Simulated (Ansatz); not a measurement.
# TiTe2 (model cell, started as fluorite): phonons and vibrational spectra, part 2 of 2

Wanted: phonon frequencies of TiTe2 (model cell, started as fluorite) and what follows from them.

Ansatz 0.2.0; DFT r2SCAN, scalar-relativistic, plane waves, PAW.

So far: Set-up; Bringing the structure to rest.

The structure was built from a prototype and need not be the compound's stable phase.

### Step 3. Relaxation

The relaxation is repeated from its end on the same settings, as a check that it has come to rest.

input.yaml reads:

```yaml
crystal:
  lattice:
    - [0.0, 3.4406329537, 3.4406329537]
    - [3.4406329537, 0.0, 3.4406329537]
    - [3.4406329537, 3.4406329537, 0.0]
  atoms:
    - { symbol: Ti, position: [0.0, 0.0, 0.0] }
    - { symbol: Te, position: [0.25, 0.25, 0.25] }
    - { symbol: Te, position: [0.75, 0.75, 0.75] }
kpoints:
  mp_grid: { grid: [10, 10, 10] }
hamiltonian:
  xc: r2scan
scf:
  occupations: { method: gaussian, width: 0.1 }
output:
  forces: true
  stress: true
  eigenvalues: true
  write_density: true
  write_potential: true
  elf: true
  volumetric_format: npy
relax:
  adjacent_minimum: "off"
  f_tol: 0.005
  max_steps: 80
  cell: { stress_tol: 0.05 }
```

Run with:

```bash
ansatz run input.yaml --threads 4 --pin off --max-ram 7168MiB --backend cpu --events-out ev --progress --plain --runs-dir out
```

Numbers of over 12 decimals in the logs are rounded to 6 here.

Output:

```text
[...]
Crystal: 3 atoms, lattice volume = 81.460 Å³
Basis set: ecut = 500 eV, 2085 PW (Γ), exchange–correlation on 144×144×144 points (64 copies of the dense FFT grid, shifted against one another)
Bands: 27, of which v1, the nominal top of the filled ones, is band 22 counted from 1 (21 counted from 0)
Symmetry: 48 space group operations
[...]
k-points: 47 of 1000
[...]
--- Relaxed structure (1 steps of the walk, 1 accepted, 1 SCFs on fresh bases) ---
[...]
cell:  # Å, volume = 81.4601 Å³
    - [0.0, 3.4406329537, 3.4406329537]
    - [3.4406329537, 0.0, 3.4406329537]
    - [3.4406329537, 3.4406329537, 0.0]
  atoms:
    - { symbol: Ti, position: [0.0, 0.0, 0.0] }
    - { symbol: Te, position: [0.25, 0.25, 0.25] }
    - { symbol: Te, position: [0.75, 0.75, 0.75] }
[key lines of the parts left out:]
SCF converged after 5 iterations
Free energy (F): -16495.121345 eV
Fermi energy:    10.819057 eV
P = ⅓ Tr σ = -0.0005 GPa (-0.005 kbar)
```

Elapsed: 14 s, on 4 threads of Arm Neoverse N1, shared host; peak memory 0.67 GiB; 55 s of CPU time.

Little changed from the start: no atom moved by 0.005 Å and no cell edge by 0.1 %.

This step gave:

```
pressure : -4.92e-4 GPa
```

In this step the volume went from 27.15 to 27.15 Å³/atom.

### Step 4. Relaxing to small forces for the phonons

Phonons need a cell at rest on their own settings, so the relaxation is repeated with tight tolerances on forces and stress, using the mesh and the filling of the phonon run that follows.

input.yaml, the sections that differ from step 3:

```yaml
kpoints:
  mp_grid: { grid: [12, 12, 12] }
scf:
  occupations: { method: methfessel_paxton, width: 0.15 }
output:
  forces: true
  stress: true
  eigenvalues: true
relax:
  adjacent_minimum: "off"
  f_tol: 0.001
  max_steps: 60
  cell: { stress_tol: 0.01 }
# crystal, hamiltonian: as in step 3
```

Output:

```text
[...]
Crystal: 3 atoms, lattice volume = 81.460 Å³
Basis set: ecut = 500 eV, 2085 PW (Γ), exchange–correlation on 144×144×144 points (64 copies of the dense FFT grid, shifted against one another)
Bands: 27, of which v1, the nominal top of the filled ones, is band 22 counted from 1 (21 counted from 0)
Symmetry: 48 space group operations
[...]
k-points: 72 of 1728
[...]
--- Relaxed structure (3 steps of the walk, 3 accepted, 1 SCFs on fresh bases) ---
[...]
cell:  # Å, volume = 81.4176 Å³
    - [0, 3.440034, 3.440034]
    - [3.440034, 0, 3.440034]
    - [3.440034, 3.440034, 0]
  atoms:
    - { symbol: Ti, position: [0, 0, 0] }
    - { symbol: Te, position: [0.25, 0.25, 0.25] }
    - { symbol: Te, position: [0.750000, 0.750000, 0.750000] }
[key lines of the parts left out:]
SCF converged after 7 iterations
Free energy (F): -16495.106684 eV
Fermi energy:    10.836693 eV
P = ⅓ Tr σ = -0.0001 GPa (-0.001 kbar)
```

Run time: 37 s. Hardware: 4 threads; peak memory 0.72 GiB; 2.4 min of CPU time.

Little changed from the start: no atom moved by 0.005 Å and no cell edge by 0.1 %.

This step gave:

- pressure: -6.98e-5 GPa
- volume per atom: 27.14 Å³

The forces vanish by symmetry and the pressure is 0.000 GPa, within the tolerances set. The cell now holds 27.14 Å³/atom.

### Step 5. Linear response at the zone centre

The zone centre is the only wavevector solved here; it holds the modes that light can see, as far as symmetry allows. No field response is asked, since the mesh shows no gap.

input.yaml, the sections that differ from step 4:

```yaml
crystal:
  lattice:
    - [0.0, 3.4400338818, 3.4400338818]
    - [3.4400338818, 0.0, 3.4400338818]
    - [3.4400338818, 3.4400338818, 0.0]
  atoms:
    - { symbol: Ti, position: [0.0, 0.0, 0.0] }
    - { symbol: Te, position: [0.25, 0.25, 0.25] }
    - { symbol: Te, position: [0.75, 0.75, 0.75] }
output:
  eigenvalues: true
phonons:
  method: dfpt
# kpoints, hamiltonian, scf: as in step 4
# relax: removed
```

Output:

```text
[...]
Crystal: 3 atoms, lattice volume = 81.418 Å³
Basis set: ecut = 500 eV, 2085 PW (Γ), exchange–correlation on 180×180×180 points (125 copies of the dense FFT grid, shifted against one another)
Bands: 27, of which v1, the nominal top of the filled ones, is band 22 counted from 1 (21 counted from 0)
Symmetry: 48 space group operations
k-points: 280 of 1728 (irreducible under 4 space group operations, time reversal used)
[...]
SCF iter   1: F=—  HF=-16495.108275 eV  |F-HF|=—  |Δ(HF+E_count)|=         —  Δρ=2.00e-2  dr2=6.01e-1  dr2_τ=2.29e-2  ethr=1.77e-3  ⟨swp⟩=5.6  Hψ=32920  notcnv=0
[...]
SCF iter  11: F=-16495.106682 eV  HF=-16495.106682 eV  |F-HF|=3.64e-12  |Δ(HF+E_count)|=  3.64e-12  S|Δr|=    0.00e0  Δρ=5.05e-8  dr2=1.62e-12  dr2_τ=4.13e-13  ethr=1.00e-12  ⟨swp⟩=5.0  Hψ=34265  notcnv=0
SCF 1 converged in 11 iterations: F = -16495.106682 eV  dr2 = 1.62e-12
[...]
DFPT response loops at Γ: preconditioner auto → Kerker (q_TF=auto, 2.462 Å⁻¹) (partly filled bands, converged f_vac=0.051); β = 1.00, the filter's whole step (`scf.mixing.beta` (0.50) is not read by the response loops under this deck's `scf.mixing.preconditioner`; to damp them name `kerker` or `kerker_dos`, under which they read `scf.mixing.beta`, and type it under 1.00, their step now; both keys bind the ground state too); Broyden in place of MSR1
SCF converged after 11 iterations
[...]
Free energy (F): -16495.106682 eV
[...]
Internal energy: -16495.104713 eV  (E = F + TS)
E sigma→0 (E₀):  -16495.106190 eV
Entropy (-TS):   -0.001970 eV (-0.657 meV/atom)
Fermi energy:    10.836693 eV
[...]
--- Band table (eV; the first three rows and the last of 280) ---
  k-point 0: bands = [... 18 lower, 6.1704, 10.3758, 10.3758, 10.3758, 10.7379, 10.7379, 12.8522, 12.8522, ... 1 higher]
  k-point 1: bands = [... 18 lower, 6.3062, 10.0025, 10.0025, 10.0954, 10.9942, 10.9942, 12.5742, 12.7754, ... 1 higher]
  k-point 2: bands = [... 18 lower, 6.6528, 9.4640, 9.4640, 9.4713, 11.1669, 11.1669, 12.1452, 12.7088, ... 1 higher]
  k-point 279: bands = [... 18 lower, 7.6989, 7.6989, 9.5062, 11.0104, 11.2358, 11.8802, 11.8802, 12.0454, ... 1 higher]
--- Phonons (Γ-DFPT): 2 representative perturbations + reference, on 280 of 1728 k-points (Σ response iterations 17) ---
  k mesh reduced under 4 symmetry operations, with k and −k counted as one. Each operation leaves every solved perturbation unchanged. A smaller set is not considered because the functional reads the kinetic-energy density
  ASR residual: 1.074e-3 → 0.000e0 eV/Å²; symmetrization residual: 2.122e-5 eV/Å²
  ASR residual per site (eV/Å²): 1.07e-3 2.67e-5 2.67e-5
  Γ frequencies (cm⁻¹): 0.00 0.00 0.00 109.12 109.12 109.12 142.97 142.97 142.97
  non-analytic LO–TO correction: not included (Born effective charges unavailable; polar crystals: no LO–TO splitting at Γ)
```

It took 6.3 min on 4 threads; peak memory 3.6 GiB; 25 min of CPU time.

Numbers from this step:

- sum-rule residual before enforcement: 0.001074 eV/Å²
- point group: m-3m
- highest optical mode at the zone centre (no LO-TO term): 143.0 cm⁻¹
- lowest optical zone-centre mode: 109.1 cm⁻¹

Patterns of degenerate modes are one choice out of their space. Modes at Γ, with each element's share of the kinetic energy:

```tsv
mode	frequency (cm⁻¹)	symmetry	Ti %	Te %
1	0.0	acoustic	16	84
2	0.0	acoustic	16	84
3	0.0	acoustic	16	84
4	109.1	T2g	0	100
5	109.1	T2g	0	100
6	109.1	T2g	0	100
7	143.0	T1u	84	16
8	143.0	T1u	84	16
9	143.0	T1u	84	16
```

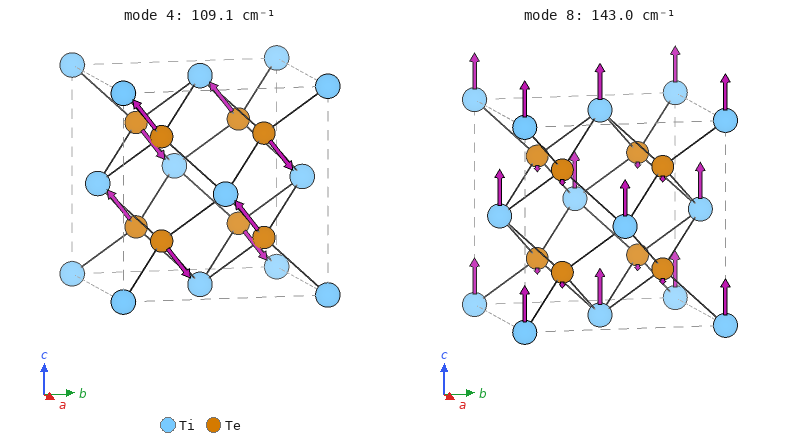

Displacement patterns of modes 4 and 8 at Γ; arrows are exaggerated. Some periodic images of atoms are drawn too.

Before it was imposed, the acoustic sum rule was missed by 0.0011 eV/Å². Small misses are needed for a sound result but don't prove that mesh and cutoff are converged. The lowest optical mode is real, 109 cm⁻¹.

### Step 6. Isotope substitution, element Te, natural mass 127.6 amu

An isotope changes the mass and not the force constants, so no new electronic calculation is needed; the shifts show which modes move this element.

The same force constants with the mass of Te changed from 127.600 to 129.906 u (phonopy, no LO-TO term). Both lists are sorted by frequency; levels can cross, so a row need not hold one and the same mode. Modes under 3 cm⁻¹ are left out. Isotope shifts, by row:

```tsv
q	rank	natural mass (cm⁻¹)	changed mass (cm⁻¹)
0 0 0	4	109.1	108.2
0 0 0	5	109.1	108.2
0 0 0	6	109.1	108.2
0 0 0	7	143	142.8
0 0 0	8	143	142.8
0 0 0	9	143	142.8
```

A mode of this element alone would shift by -0.89 %. The highest zone-centre frequency without the field goes from 143.0 to 142.8 cm⁻¹ (-0.1 %). The product of the frequency ratios over all optical modes at Γ is 0.969; the product rule, (m/m′)^(3k/2) (M′/M)^(3/2) with k = 2 such atoms and M the mass of the cell, gives 0.969.

### Step 7. Another isotope, element Ti, natural mass 47.867 amu

The same for Ti, from 47.87 to 49.94 u.

A mode of this element alone would shift by -2.10 %. The highest zone-centre frequency without the field goes from 143.0 to 140.4 cm⁻¹ (-1.8 %). The product of the frequency ratios over all optical modes at Γ is 0.948; the product rule, (m/m′)^(3k/2) (M′/M)^(3/2) with k = 1 such atoms and M the mass of the cell, gives 0.948.

### Step 8. What came out

| Quantity | Value |
| --- | --- |
| space group after relaxation (within 0.01 Å) | Fm-3m |
| volume per atom | 27.1 Å³ |
| electronic character | no gap on this mesh |
| highest optical mode at the zone centre (no LO-TO term) | 143 cm⁻¹ |
| lowest optical zone-centre mode | 109 cm⁻¹ |
| imaginary modes at Γ (the only wavevector solved) | none |

The structure is stable against zone-centre distortions, since no mode there is imaginary; other wavevectors were not solved, so zone-boundary instabilities are untested. The optical modes at Γ span 109 to 143 cm⁻¹. No dispersion was computed. The highest mode in this list at Γ, 143.0 cm⁻¹, is mostly motion of Ti (84 % of the kinetic energy). With no gap, or one that is small against the smearing, the frequencies hang on the k mesh and the smearing, most of all near Kohn anomalies. A semilocal functional can close a gap that the real compound would have, so the metallic treatment may be an artefact of the level. Spin-orbit coupling is left out, which can matter for the heavy elements here. The starting cell was built on a prototype and not taken from a measurement, so the phase need not exist. These are harmonic frequencies at zero temperature: anharmonic shifts, linewidths and thermal expansion are left out.

[Logs are printed without paths, hosts, clocks, repeated set-up lines and the standing remarks that a program may print on its own settings, such as how far it seeks lower states.]

[Hosts, paths, dates, database ids (printed as entryN), source tags and the programs' standing remarks are cut or masked in the printed files.]
